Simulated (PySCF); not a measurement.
## Electronic structure of C$_{3}$H$_{10}$N$_{2}$OSi in real space

```tsv
atom	x (Å)	y (Å)	z (Å)
C	-2.3704	-1.0669	-0.2632
C	-1.8332	0.3503	-0.0942
N	-0.3898	0.3877	-0.1683
C	0.4061	0.7965	0.8438
O	-0.0449	1.2079	1.9008
Si	2.2907	0.7536	0.5036
N	2.4943	-0.5117	-0.6621
H	-1.9705	-1.7183	0.5100
H	-3.4543	-1.0642	-0.1883
H	-2.0915	-1.4684	-1.2360
H	-2.2575	1.0039	-0.8655
H	-2.0967	0.7475	0.8889
H	0.0463	0.0465	-1.0103
H	2.7142	1.9664	-0.1969
H	2.9884	0.6086	1.7829
H	2.1675	-1.4374	-0.4272
H	3.3944	-0.5901	-1.1093
```

Geometry: GFN2-xTB.

Computed with wB97X-D/def2-SVPD, SCF density, gas phase in PySCF.

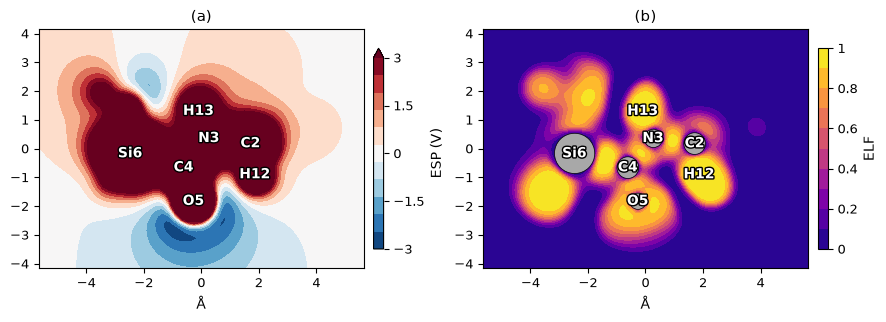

Figure 1. (a) molecular electrostatic potential; (b) ELF on the plane of atoms C2, N3 and H13. Grey discs cover the atomic cores in the ELF map.

Describe what can be read from this map.

The plane passes through C, N, O, Si and H nuclei. C–O (1.22 Å): the ELF peaks at about 0.85 between the atoms: a short, multiple covalent bond. C–N (1.35 Å): the ELF peaks at about 0.90 between the atoms: a covalent bond. C–Si (1.92 Å): the ELF peaks at about 1 between the atoms, as expected for a shared electron pair. N–H (1.01 Å): the ELF climbs to about 1 towards the hydrogen, as it does in any bond to H (an ordinary covalent bond to hydrogen). C–N (1.45 Å): the ELF peaks at about 0.95 between the atoms; localised, covalent bonding. The ELF also peaks beside O5 and N7, away from the bonds: lone-pair regions. Outside the dense part of the molecule the potential is most negative (−2.7 V) near O5.

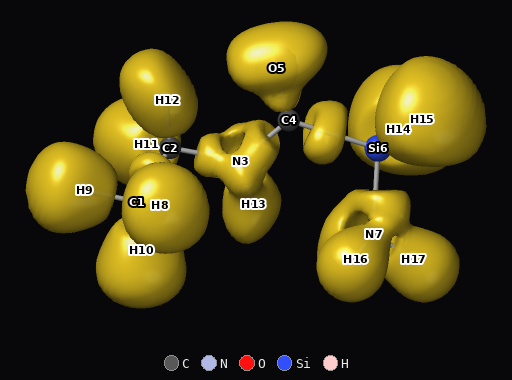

Figure 2. Isosurface of the electron localisation function at 0.75 (yellow), seen across its widest extent. Only the valence region is drawn (cores and ρ < 0.01 e/Å³ removed).

Where are the electrons localised?

At this value the surface marks out one region between bonded C–C atoms (shared pairs), one region between bonded C–Si atoms (shared pairs), seven regions around hydrogen nuclei, one region on O in which the atom's valence shell and bonds are merged and two joined regions spread over several atoms (H, N), in which their bonds and any lone pairs are merged.

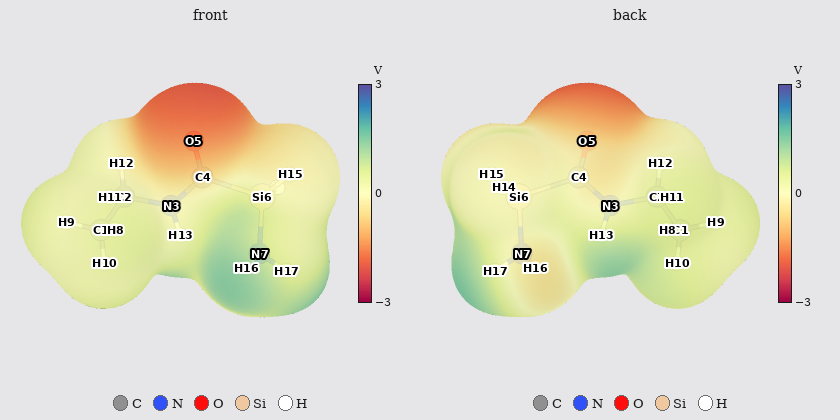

Figure 3. The molecular electrostatic potential painted on the density surface at 0.001 e/bohr³, seen from the front and from behind; red is negative and blue positive.

Which sites attract a positive test charge, and which a negative one?

A positive charge is drawn to the negative regions and a negative charge to the positive ones. The most negative region (about −2.0 V) lies over O5, the most positive (about +1.5 V) over H16 and H17. O5 is the likeliest acceptor of a hydrogen bond.

What dipole moment does the calculation give?

Its dipole moment is 4.24 D.
